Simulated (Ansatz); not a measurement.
Geometry relaxation, with input and output: BSiH5ClF (part 1 of 2)

- system: BSiH5ClF
- method: RHF/def2-SVP (Ansatz 0.2.0)

It belongs to a series of runs on one base structure; here: end point A relaxed. Figures and captions count atoms from 1; the log counts them from 0 in places.

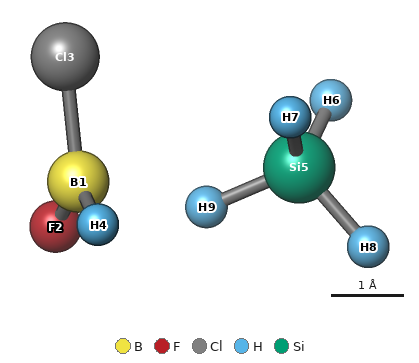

The input geometry (ball-and-stick view, seen at a tilt; atoms are numbered from 1 in the order of the input). Bond lengths as drawn: B–Cl 1.76 Å, B–F 1.31 Å, B–H 1.19 Å and H–Si 1.47 to 1.48 Å.

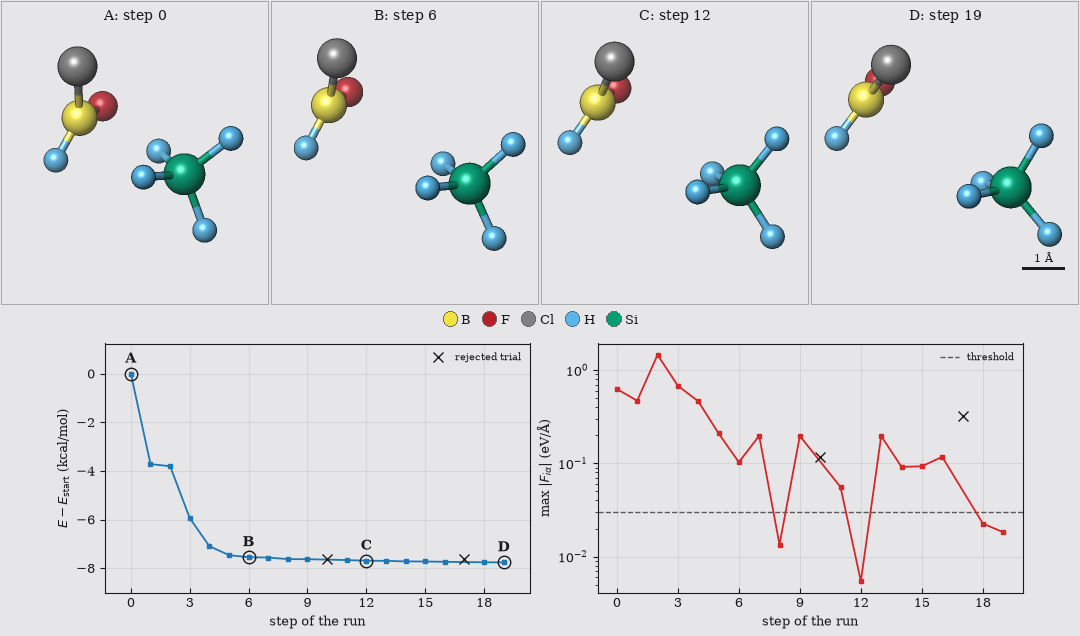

Frames of the relaxation (ball-and-stick view, seen at a tilt) above the curves, on which the letters mark them (the first geometry is step 0 here and step 1 in the log).

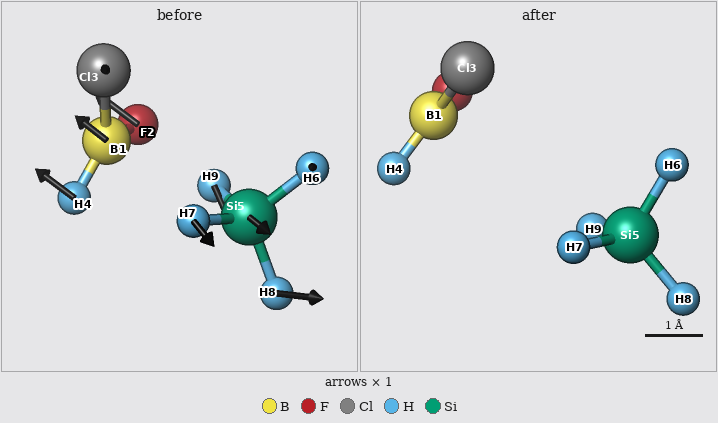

Before (left) and after (right) the relaxation, at one scale (ball-and-stick view, seen at a tilt). The black arrows give the displacements, at true length. F2 moves most after the best rigid fit: 1.05 Å. Largest moves by element: F 1.05 Å, H 1.01 Å, B 0.79 Å, Si 0.56 Å, Cl 0.18 Å. Among the contacts that change: Si5–H9 1.467 → 1.482 Å, B1–F2 1.310 → 1.301 Å. The energy falls by 7.76 kcal/mol in 19 geometry steps. The largest force component goes from 0.63 to 0.018 eV/Å. The line search rejected the trial steps at points 10, 17 (counted from 0) and went back. (Atoms are counted from 1 in the order of the input.)

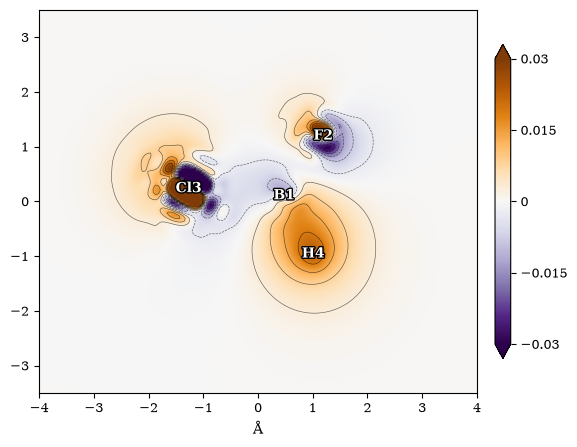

The HOMO−1 on the plane of atoms Cl3, B1 and H4 (values in Å⁻³ᐟ²; the overall sign is arbitrary). It lies mainly on Cl3 (40 %), Si5 (25 %) and H8 (20 %). Its energy is −13.13 eV.

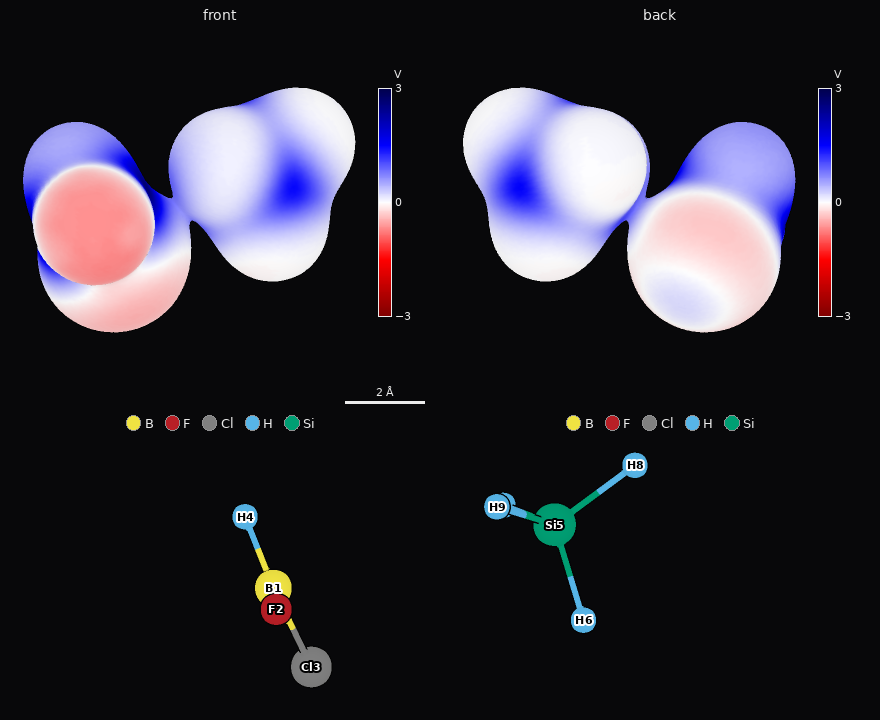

The electrostatic potential painted on the density surface at 0.002 e/bohr³, seen at a tilt and from behind; red is negative and blue positive. The bare structure is drawn below in the same view.

These pictures come from the run below.

### Input file
```yaml
crystal:
  periodic: [false, false, false]
  atoms:
    - { symbol: B, position_ang: [0.013071, -0.40616, -0.033916] }
    - { symbol: F, position_ang: [-0.131199, -0.984277, 1.133004] }
    - { symbol: Cl, position_ang: [1.592486, -0.459201, -0.809685] }
    - { symbol: H, position_ang: [-0.9299, 0.023637, -0.615372] }
    - { symbol: Si, position_ang: [0.504162, 2.511787, 1.085225] }
    - { symbol: H, position_ang: [1.797814, 2.792702, 1.745495] }
    - { symbol: H, position_ang: [0.627318, 2.699843, -0.374639] }
    - { symbol: H, position_ang: [-0.544732, 3.410232, 1.619699] }
    - { symbol: H, position_ang: [0.12228, 1.125337, 1.372689] }
basis:
  gaussian: { orbitals: def2-SVP }
hamiltonian:
  xc: hf
relax:
  f_tol: 0.03
  max_steps: 50
output:
  orbitals: {}
```

Command:
```bash
ansatz run input.yaml --threads 1 --pin off --max-ram 2048MiB --backend cpu --events-out ev --progress --plain --runs-dir out
```

### The program's output
```
The last accepted step is kept in [file] (removed where the run ends without a failure and the disk answers)
Engine: ansatz 0.2.0, aarch64-unknown-linux-gnu
Functional definition: HF
  exchange = exact_x
  correlation = 0
927 factors; integrals over basis functions are off by at most 5.4e-4 eV
mean field evaluation 1: about -23813.3661 eV, gradient 2.6e1 eV
mean field evaluation 2: about -23813.4651 eV, gradient 2.6e1 eV
mean field evaluation 4: about -23815.3747 eV, gradient 2.9e0 eV
mean field evaluation 8: about -23815.4156 eV, gradient 1.5e-1 eV
mean field -23815.41571771 eV, -875.2003849573 hartree, gradient 3.9e-5 eV, S^2 0.000000; 0 other end points of the search recorded, 0 dependent functions left out
the calculation of the forces begins
reference -23815.41571771 eV, -875.2003849573 hartree; 25, 25 occupied and 64, 64 virtual orbitals, 927 factors
relax step   1: F+E_penalty+E_count = -23815.41571771 eV  Δ(F+E_penalty+E_count) = +0.000e0 eV  max|allowed force component| = 6.287e-1 eV/Å  Δτ_max = 0.0000 Å  (34 SCF iters, accepted)
these checks for a lower state are left out or cut short: starts, cluster_reference, orbital_swaps, neighbouring_geometries, increment
927 factors; integrals over basis functions are off by at most 5.2e-4 eV
mean field evaluation 16: about -23815.5769 eV, gradient 9.9e-4 eV
mean field -23815.57695955 eV, -875.2063104855 hartree, gradient 8.0e-5 eV, S^2 0.000000; 0 other end points of the search recorded, 0 dependent functions left out
[... from here on the field's lines of each further geometry are left out, up to the last ...]
relax step   2: F+E_penalty+E_count = -23815.57695955 eV  Δ(F+E_penalty+E_count) = -1.612e-1 eV  max|allowed force component| = 4.699e-1 eV/Å  Δτ_max = 0.1970 Å  (32 SCF iters, accepted)
relax step   3: F+E_penalty+E_count = -23815.58072157 eV  Δ(F+E_penalty+E_count) = -3.762e-3 eV  max|allowed force component| = 1.461e0 eV/Å  Δτ_max = 0.1951 Å  (32 SCF iters, accepted)
relax step   4: F+E_penalty+E_count = -23815.67319878 eV  Δ(F+E_penalty+E_count) = -9.248e-2 eV  max|allowed force component| = 6.808e-1 eV/Å  Δτ_max = 0.1704 Å  (32 SCF iters, accepted)
relax step   5: F+E_penalty+E_count = -23815.72330389 eV  Δ(F+E_penalty+E_count) = -5.011e-2 eV  max|allowed force component| = 4.639e-1 eV/Å  Δτ_max = 0.2000 Å  (33 SCF iters, accepted)
relax step   6: F+E_penalty+E_count = -23815.73929857 eV  Δ(F+E_penalty+E_count) = -1.599e-2 eV  max|allowed force component| = 2.104e-1 eV/Å  Δτ_max = 0.2000 Å  (31 SCF iters, accepted)
relax step   7: F+E_penalty+E_count = -23815.74309198 eV  Δ(F+E_penalty+E_count) = -3.793e-3 eV  max|allowed force component| = 1.029e-1 eV/Å  Δτ_max = 0.0979 Å  (35 SCF iters, accepted)
relax step   8: F+E_penalty+E_count = -23815.74360304 eV  Δ(F+E_penalty+E_count) = -5.111e-4 eV  max|allowed force component| = 1.977e-1 eV/Å  Δτ_max = 0.0765 Å  (35 SCF iters, accepted)
relax step   9: F+E_penalty+E_count = -23815.74639990 eV  Δ(F+E_penalty+E_count) = -2.797e-3 eV  max|allowed force component| = 1.346e-2 eV/Å  Δτ_max = 0.0571 Å  (35 SCF iters, accepted)
relax step  10: F+E_penalty+E_count = -23815.74655920 eV  Δ(F+E_penalty+E_count) = -1.593e-4 eV  max|allowed force component| = 1.969e-1 eV/Å  Δτ_max = 0.0961 Å  (34 SCF iters, accepted)
relax step  11: F+E_penalty+E_count = -23815.74644506 eV  Δ(F+E_penalty+E_count) = +1.141e-4 eV  max|allowed force component| = 1.169e-1 eV/Å  Δτ_max = 0.0154 Å  (35 SCF iters, rejected (line search))
relax step  12: F+E_penalty+E_count = -23815.74810471 eV  Δ(F+E_penalty+E_count) = -1.546e-3 eV  max|allowed force component| = 5.576e-2 eV/Å  Δτ_max = 0.0075 Å  (36 SCF iters, accepted)
relax step  13: F+E_penalty+E_count = -23815.74929935 eV  Δ(F+E_penalty+E_count) = -1.195e-3 eV  max|allowed force component| = 5.434e-3 eV/Å  Δτ_max = 0.0447 Å  (35 SCF iters, accepted)
relax step  14: F+E_penalty+E_count = -23815.74950713 eV  Δ(F+E_penalty+E_count) = -2.078e-4 eV  max|allowed force component| = 1.964e-1 eV/Å  Δτ_max = 0.1264 Å  (34 SCF iters, accepted)
relax step  15: F+E_penalty+E_count = -23815.75050591 eV  Δ(F+E_penalty+E_count) = -9.988e-4 eV  max|allowed force component| = 9.170e-2 eV/Å  Δτ_max = 0.0283 Å  (36 SCF iters, accepted)
relax step  16: F+E_penalty+E_count = -23815.75065771 eV  Δ(F+E_penalty+E_count) = -1.518e-4 eV  max|allowed force component| = 9.299e-2 eV/Å  Δτ_max = 0.0132 Å  (36 SCF iters, accepted)
relax step  17: F+E_penalty+E_count = -23815.75125494 eV  Δ(F+E_penalty+E_count) = -5.972e-4 eV  max|allowed force component| = 1.175e-1 eV/Å  Δτ_max = 0.1286 Å  (31 SCF iters, accepted)
relax step  18: F+E_penalty+E_count = -23815.74612321 eV  Δ(F+E_penalty+E_count) = +5.132e-3 eV  max|allowed force component| = 3.226e-1 eV/Å  Δτ_max = 0.0474 Å  (35 SCF iters, rejected (line search))
relax step  19: F+E_penalty+E_count = -23815.75209216 eV  Δ(F+E_penalty+E_count) = -8.372e-4 eV  max|allowed force component| = 2.260e-2 eV/Å  Δτ_max = 0.0232 Å  (35 SCF iters, accepted)
the calculation of the forces begins
reference -23815.75225920 eV, -875.2127526291 hartree; 25, 25 occupied and 64, 64 virtual orbitals, 927 factors
relax step  20: F+E_penalty+E_count = -23815.75225920 eV  Δ(F+E_penalty+E_count) = -1.670e-4 eV  max|allowed force component| = 1.826e-2 eV/Å  Δτ_max = 0.0415 Å  (35 SCF iters, accepted)
927 factors; integrals over basis functions are off by at most 3.9e-4 eV
mean field evaluation 192: about -23815.7523 eV, gradient 4.3e-5 eV
mean field -23815.75225920 eV, -875.2127526291 hartree, gradient 2.7e-5 eV, S^2 0.000000; 1 other end points of the search recorded, 0 dependent functions left out
the calculation of the forces begins
reference -23815.75225920 eV, -875.2127526291 hartree; 25, 25 occupied and 64, 64 virtual orbitals, 927 factors
Total energy: -23815.75225920 eV, -875.2127526291 hartree
Atom 0 at    -0.020146    -1.166053    -0.259560 Å, force     0.001373    -0.011465    -0.018259 eV/Å
Atom 1 at    -0.144064    -1.969127     0.756497 Å, force     0.001453     0.011107    -0.004423 eV/Å
Atom 2 at     1.572205    -0.533904    -0.648176 Å, force     0.008343     0.002618     0.010617 eV/Å
Atom 3 at    -0.965787    -0.871822    -0.916703 Å, force    -0.010116    -0.001749     0.013536 eV/Å
Atom 4 at     0.525160     3.051992     1.236881 Å, force    -0.004307     0.002285    -0.001552 eV/Å
Atom 5 at     1.913740     2.815894     1.688549 Å, force     0.016694    -0.004880     0.004034 eV/Å
Atom 6 at     0.508123     3.301118    -0.222094 Å, force    -0.001109     0.002263    -0.007581 eV/Å
Atom 7 at    -0.035416     4.224593     1.945940 Å, force    -0.002666     0.012550     0.003930 eV/Å
Atom 8 at    -0.302514     1.861209     1.541167 Å, force    -0.009666    -0.012729    -0.000302 eV/Å
Dipole moment:    -0.149125     0.043027    -0.116319 e Å
```

### Trajectory as extended XYZ (Å, eV, eV/Å), 20 frames, from step=1 to step=20
```
9
Properties=species:S:1:pos:R:3:forces:R:3 step=1 energy=-23815.41572
B     0.0131   -0.4062   -0.0339   -0.1786  -0.6287   0.0144
F    -0.1312   -0.9843    1.1330   -0.0215  -0.3641  -0.2770
Cl    1.5925   -0.4592   -0.8097    0.0687  -0.0136  -0.0115
H    -0.9299    0.0236   -0.6154    0.0328   0.0536   0.0229
Si    0.5042    2.5118    1.0852    0.1013   0.5601   0.1403
H     1.7978    2.7927    1.7455    0.0073   0.0021  -0.0136
H     0.6273    2.6998   -0.3746   -0.0208   0.0224  -0.0150
H    -0.5447    3.4102    1.6197    0.0083   0.0010  -0.0035
H     0.1223    1.1253    1.3727    0.0025   0.3672   0.1431
9
Properties=species:S:1:pos:R:3:forces:R:3 step=2 energy=-23815.57696
B    -0.0175   -0.5783   -0.0849    0.0921   0.4427   0.2822
F    -0.1599   -1.1697    1.0731   -0.0261  -0.2159  -0.4699
Cl    1.5965   -0.4849   -0.8028   -0.1947  -0.2601   0.0002
H    -0.9355   -0.0168   -0.6101    0.1051  -0.4143   0.0030
Si    0.5230    2.6191    1.1075   -0.0175  -0.0378   0.0227
H     1.8271    2.8546    1.7607    0.0073   0.1605  -0.0048
H     0.6315    2.7650   -0.3599    0.0142   0.1352   0.0139
H    -0.5428    3.4905    1.6428    0.0680   0.1799   0.0153
H     0.1289    1.2343    1.3961   -0.0483   0.0098   0.1374
9
Properties=species:S:1:pos:R:3:forces:R:3 step=3 energy=-23815.58072
B     0.0110   -0.5540   -0.0531   -0.1689  -1.4614  -0.0584
F    -0.1779   -1.3472    0.9941    0.1530   0.9281  -0.7231
Cl    1.5942   -0.6333   -0.8592   -0.3337   0.2358   0.3243
H    -0.9125   -0.0065   -0.5868    0.2925   0.0685   0.3444
Si    0.5160    2.6739    1.1231    0.0358   0.0877  -0.0136
H     1.8216    2.9193    1.7694   -0.0016   0.1203   0.0009
H     0.6238    2.8121   -0.3457    0.0106   0.0704   0.0212
H    -0.5439    3.5571    1.6501    0.0503   0.1309   0.0190
H     0.1190    1.2924    1.4307   -0.0381  -0.1802   0.0852
```
